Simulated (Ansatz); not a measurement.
ClGeH₃···H₂O

Input

```
crystal:
  periodic: [false, false, false]
  atoms:
    - { symbol: Ge, position_ang: [0.0, 0.0, 0.0] }
    - { symbol: H, position_ang: [0.0, 0.0, 1.9] }
    - { symbol: Cl, position_ang: [2.0935, 0.0, -0.7393] }
    - { symbol: H, position_ang: [-0.73, 1.2648, -0.5162] }
    - { symbol: H, position_ang: [-0.73, -1.2648, -0.5162] }
    - { symbol: O, position_ang: [1.0856, 1.6372, 0.6527] }
    - { symbol: H, position_ang: [1.8625, 1.3234, 1.2167] }
    - { symbol: H, position_ang: [0.5492, 0.8282, 1.8011] }
basis:
  gaussian: { orbitals: def2-SVP }
hamiltonian:
  xc: b3lyp
  dispersion: d4
relax:
  f_tol: 0.15
  max_steps: 25
  restrain:
    - { distance: [0, 5], at: 2.97, k: 30.0 }
    - { distance: [7, 1], at: 1.86, k: 30.0 }
    - { distance: [0, 1], at: 1.55, k: 30.0 }
    - { distance: [7, 5], at: 1.01, k: 30.0 }
output:
  orbitals: {}
```

Run with:

```sh
ansatz run input.yaml --threads 2 --pin off --max-ram 3072MiB --backend cpu --events-out ev --progress --plain --runs-dir out
```

The fields are those of the run's last geometry, not of the input's.

Not at a stationary point (largest force 0.9 eV/Å).

The calculation used RKS B3LYP-D4/def2-SVP (Ansatz 0.2.0).

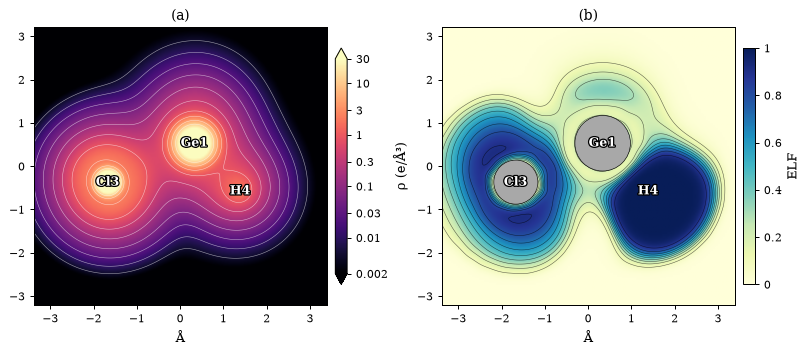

Figure 1. (a) electron density; (b) electron localisation function on the plane of atoms Cl3, Ge1 and H4. Grey discs cover the atomic cores in the ELF map.

Q: Interpret the plot.

A: Atoms in the plane: Ge, Cl and H.
Ge–Cl (2.20 Å): the density is about 0.67 e/Å³ at the midpoint; the ELF peaks at about 0.85 in the valence shell of Cl, 0.9 Å from its nucleus, and is about 0.65 at the midpoint.
Ge–H (1.53 Å): ρ is about 1.1 e/Å³ halfway; the ELF climbs to about 1 towards the hydrogen.
The ELF also peaks beside Cl3, away from the bonds: lone-pair regions.

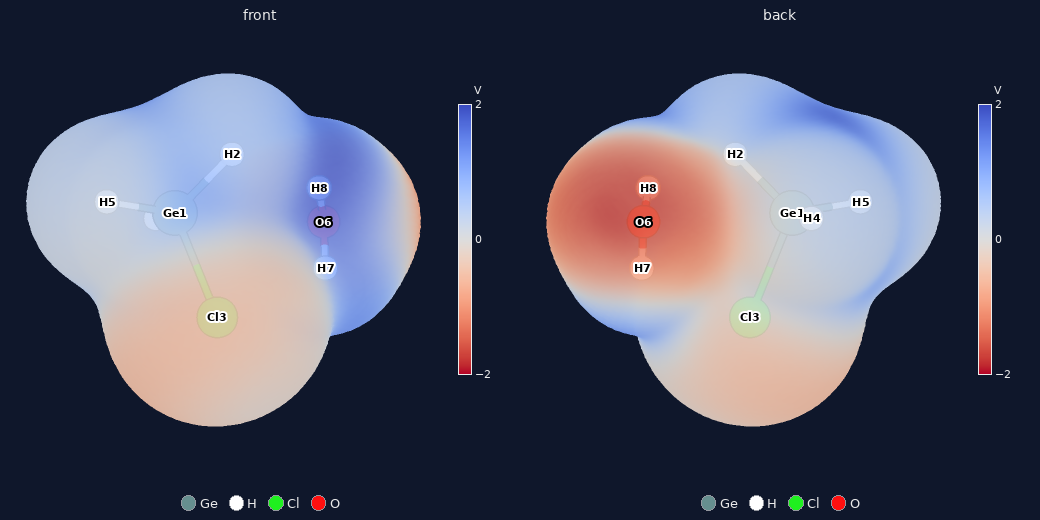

Figure 2. The molecular electrostatic potential painted on the density surface at 0.001 e/bohr³, seen from the front and from behind; red is negative and blue positive.

Q: Which sites attract a positive test charge, and which a negative one?

A: A positive charge is drawn to the negative regions and a negative charge to the positive ones. The most negative region (about −1.5 V, or −35 kcal/mol for a unit charge) lies over O6, the most positive (about +1.6 V, or +37 kcal/mol for a unit charge) over Ge1 and H8. O6 is the likeliest acceptor of a hydrogen bond.

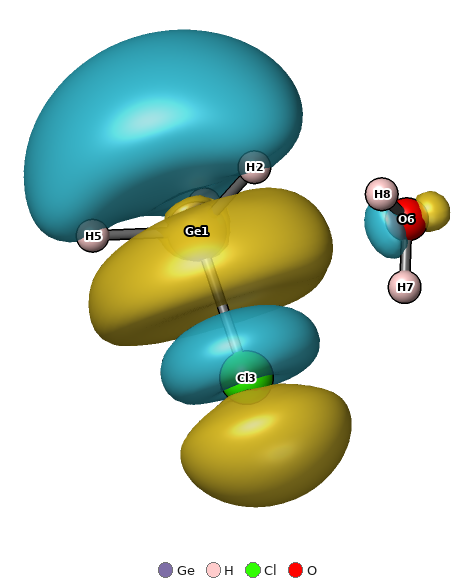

Figure 3. One frontier orbital at ±0.06 Å⁻³ᐟ² (yellow and cyan are the two phases), seen across its widest extent.

Q: Which orbital is it: HOMO or LUMO?

A: The LUMO, at −0.55 eV. By Hirshfeld shares it lies mainly on Ge1 (about 55 %) and Cl3 (about 30 %).
